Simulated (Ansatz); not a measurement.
A series of calculations on AlNH4SO

## 1. Relaxation

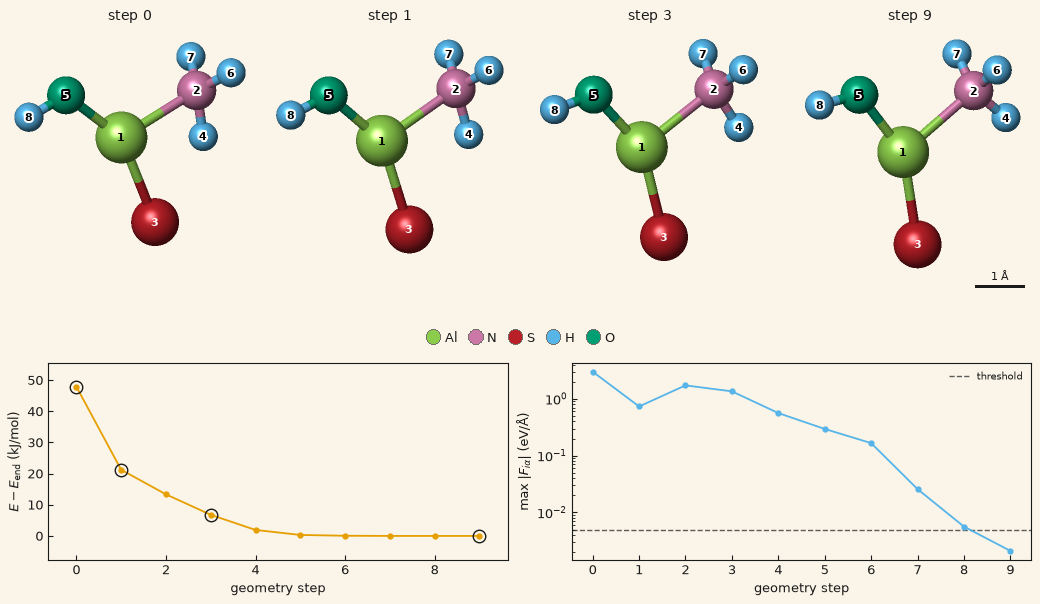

Frames of a relaxation of AlNH4SO (started from a transition state, displaced along its imaginary mode), marked on the history of the run. A ball-and-stick model, seen at a tilt.

Method: RKS PBE0-D4/def2-TZVP (Ansatz 0.2.0). (force threshold 0.005 eV/Å; at most 200 steps)

> Describe the path.

The atom that moves furthest after the best rigid fit is H4 (0.63 Å). By element the largest moves are H 0.63 Å, S 0.59 Å, Al 0.32 Å, O 0.32 Å, N 0.07 Å. Near-neighbour distances that change, for instance: S3–H4 2.032 → 3.218 Å, Al1–N2 1.958 → 2.010 Å, Al1–S3 2.057 → 2.028 Å, Al1–O5 1.693 → 1.704 Å. Among the angles between lasting bonds that change: Al1–N2–H4 75.7° → 106.0°, N2–Al1–O5 118.0° → 94.9°, N2–Al1–S3 90.3° → 113.3°. After 9 geometry steps the energy has fallen by 47.9 kJ/mol. The largest force component goes from 3 to 0.0021 eV/Å. The run took 23 s on 4 threads of Arm Neoverse V1, with other jobs on the host. From step 0 to 1: S3 moves most (0.20 Å), energy −26.7 kJ/mol. From step 1 to 3: H4 moves most (0.27 Å), energy −14.4 kJ/mol. From step 3 to 9: H4 moves most (0.25 Å), energy −6.79 kJ/mol.

```tsv
step	E − E(0), kJ/mol	largest force component, eV/Å
0	0.00	2.9969
1	-26.69	0.7331
2	-34.57	1.7219
3	-41.14	1.3525
4	-46.00	0.5611
5	-47.60	0.2950
6	-47.86	0.1661
7	-47.92	0.0258
8	-47.92	0.0056
9	-47.92	0.0021
```

## 2. Relaxation

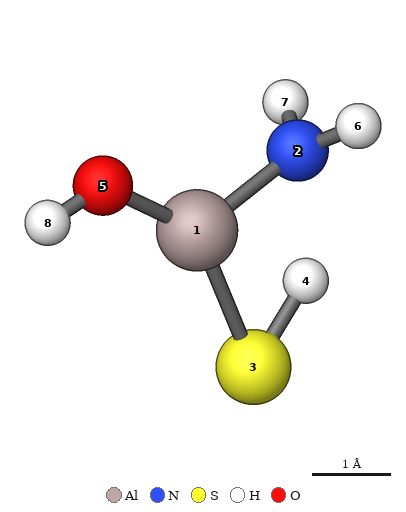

Starting structure of AlNH4SO (started from a transition state, displaced along its imaginary mode). Style: ball-and-stick. Shown at a tilt.

These are results of RKS PBE0-D4/def2-TZVP in Ansatz 0.2.0, not measurements.

Input file:
```yaml
crystal:
  periodic: [false, false, false]
  atoms:
    - {symbol: Al, position_ang: [-0.545179, 0.140237, -0.148192]}
    - {symbol: N, position_ang: [1.164435, -0.126673, 0.359263]}
    - {symbol: S, position_ang: [-0.817085, -1.891577, -0.741403]}
    - {symbol: H, position_ang: [0.375562, -1.566341, -0.261038]}
    - {symbol: O, position_ang: [-1.334257, 1.627972, -0.045266]}
    - {symbol: H, position_ang: [1.437537, -0.201668, 1.325801]}
    - {symbol: H, position_ang: [1.948243, 0.174541, -0.196897]}
    - {symbol: H, position_ang: [-2.229256, 1.843609, -0.292167]}
basis:
  gaussian: {orbitals: def2-TZVP}
hamiltonian: {xc: pbe0, dispersion: d4}
relax: {f_tol: 0.005, max_steps: 200}
```

Run as
```bash
ansatz run in.yaml --threads 4 --pin off --events-out ev --progress --plain --max-ram 9574MiB
```

> Predict the outcome.

The atom that moves furthest after the best rigid fit is H6 (1.32 Å). By element the largest moves are H 1.32 Å, S 0.48 Å, N 0.43 Å, Al 0.22 Å, O 0.18 Å. Near-neighbour distances that change, for instance: Al1–S3 2.134 → 2.186 Å, Al1–N2 1.803 → 1.757 Å, S3–H4 1.326 → 1.344 Å. Among the angles between lasting bonds that change: Al1–S3–H4 63.3° → 93.3°, N2–Al1–S3 93.3° → 122.2°, S3–Al1–O5 142.8° → 119.9°. Groups turn about Al1–N2 by about 90°. After 26 accepted moves (28 points after the start) the energy has fallen by 1.034 eV. The largest force component goes from 2.2 to 0.00095 eV/Å. The line search rejected the trial steps at points 20, 27 of the run. The run took 59 s on 4 threads of Arm Neoverse V1, on a shared host.

Final geometry:

```xyz
8

Al   -0.3371    0.1439   -0.0660
N     1.3076    0.2305    0.5469
S    -1.1318   -1.6581   -1.0155
H     0.0163   -2.3391   -0.8603
O    -1.3161    1.5129    0.0964
H     1.6934    1.0494    0.9876
H     1.9890   -0.5078    0.5120
H    -2.2212    1.5685   -0.2011
```

After the run, drawn alike:

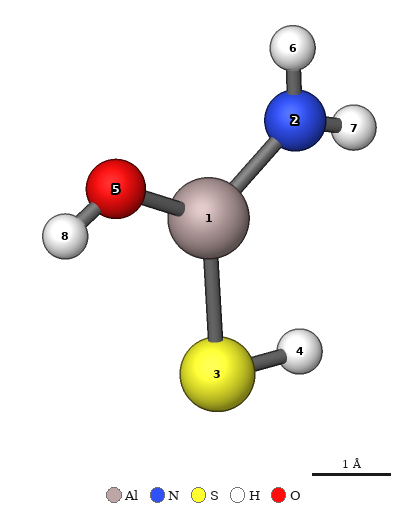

## 3. Reaction

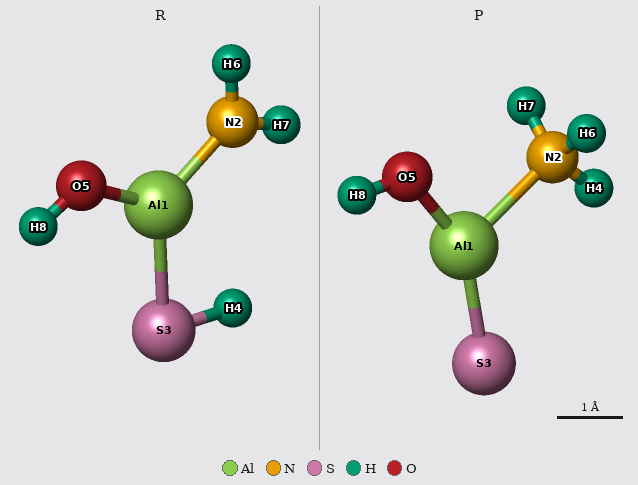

Reactant (R) and product (P) of one elementary step of AlNH4SO. A ball-and-stick model, seen from a free direction.

Stationary points at PBE0-D4/def2-TZVP, single-point energies with CAM-B3LYP-D4, CCSD(T)/CBS, BLYP-D4, PBE0-D4, r2SCAN0-D4, wB97M-V (def2-TZVPP where no basis is named; Ansatz 0.2.0). The energies are electronic, without zero-point or thermal terms, and both ends are the minima reached downhill from the saddle, with any fragments still in contact. CCSD(T)/CBS stands for a frozen-core estimate: MP2 correlation extrapolated from def2-TZVPP and def2-QZVPP, CCSD(T) minus MP2 from the smaller set.

R:
```xyz
8

Al   -0.3373    0.1429   -0.0669
N     1.3043    0.2332    0.5535
S    -1.1210   -1.6581   -1.0273
H     0.0290   -2.3354   -0.8700
O    -1.3223    1.5074    0.0971
H     1.6851    1.0517    0.9993
H     1.9887   -0.5024    0.5185
H    -2.2264    1.5608   -0.2041
```

P:
```xyz
8

Al   -0.8406   -0.2051   -0.3326
N     1.0687   -0.2641    0.2932
S    -1.5209   -1.9945   -1.0029
H     1.3786   -1.2235    0.1601
O    -1.0528    1.4516    0.0055
H     1.1711   -0.0179    1.2739
H     1.6773    0.3550   -0.2352
H    -1.8814    1.8987   -0.1619
```

> What is the transition state like, and how high is the barrier?

From R over the saddle to P, a bond forms: N2–H4 (3.20 → 1.38 → 1.02 Å). A bond breaks: S3–H4 (1.34 → 1.68 → 3.22 Å). Bonds that stay but change much: Al1–N2 (1.76 → 1.88 → 2.01 Å). The saddle has one imaginary mode, 1300i cm⁻¹. With CAM-B3LYP-D4 the barrier is 33.2 kcal/mol from R and 18.2 kcal/mol from P, and P lies 15.0 kcal/mol above R.

| level | barrier from R (kcal/mol) | barrier from P (kcal/mol) | P less R (kcal/mol) |
| --- | --- | --- | --- |
| CAM-B3LYP-D4 | 33.2 | 18.2 | 15.0 |
| CCSD(T)/CBS | 32.7 | 19.4 | 13.3 |
| BLYP-D4 | 28.4 | 15.5 | 12.8 |
| PBE0-D4 | 28.3 | 16.0 | 12.2 |
| r2SCAN0-D4 | 30.2 | 17.3 | 12.9 |
| wB97M-V | 32.2 | 18.6 | 13.6 |

Against CCSD(T)/CBS, wB97M-V comes closest on the barrier from R (−0.5 kcal/mol) and PBE0-D4 misses most (−4.4 kcal/mol).

Saddle geometry:

```xyz
8

Al   -0.6342    0.1032   -0.1872
N     1.1449   -0.2142    0.3311
S    -0.8909   -1.8942   -0.7668
H     0.5783   -1.3773   -0.1463
O    -1.3205    1.6358   -0.0387
H     1.4162   -0.2369    1.3066
H     1.9250    0.1379   -0.2105
H    -2.2187    1.8458   -0.2881
```

The saddle point in the same view, with dashed sticks for the bonds that form or break:

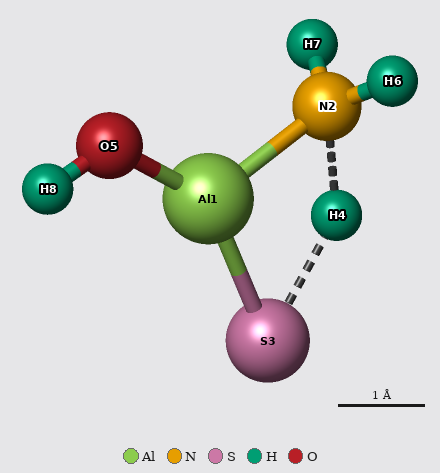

## 4. Reaction

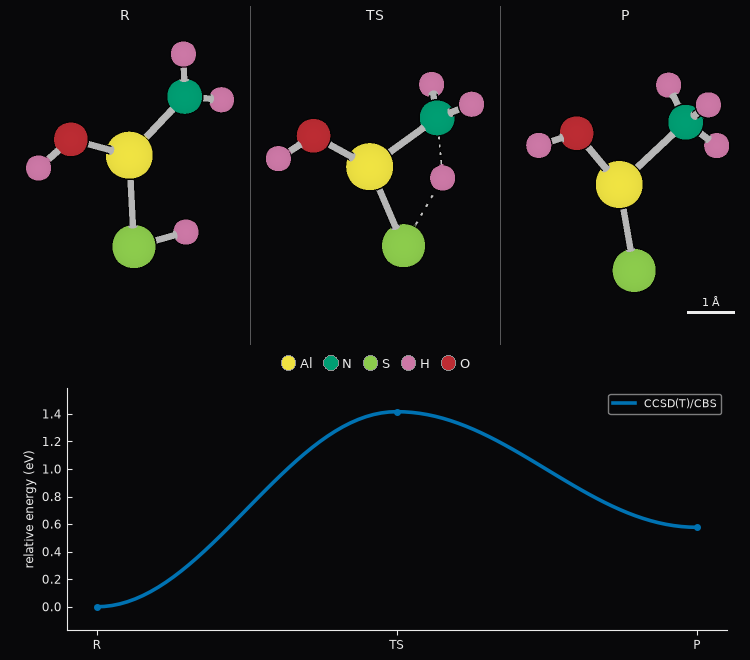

A reaction step of AlNH4SO, with its energy diagram. The picture is a ball-and-stick view, seen at a tilt. Dashed sticks mark bonds that form or break.

Stationary points at PBE0-D4/def2-TZVP, single-point energies with CCSD(T)/CBS (def2-TZVPP where no basis is named; Ansatz 0.2.0). The energies are electronic, without zero-point or thermal terms, and both ends are the minima reached downhill from the saddle, with any fragments still in contact. CCSD(T)/CBS stands for a frozen-core estimate: MP2 correlation extrapolated from def2-TZVPP and def2-QZVPP, CCSD(T) minus MP2 from the smaller set.

### Describe the step and its energetics.

From R over the saddle to P, a bond forms: H–N (3.20 → 1.38 → 1.02 Å). A bond breaks: H–S (1.34 → 1.68 → 3.22 Å). Bonds that stay but change much: Al–N (1.76 → 1.88 → 2.01 Å). The saddle has one imaginary mode, 1300i cm⁻¹. With CCSD(T)/CBS the barrier is 1.42 eV from R and 0.84 eV from P, and P lies 0.58 eV above R.
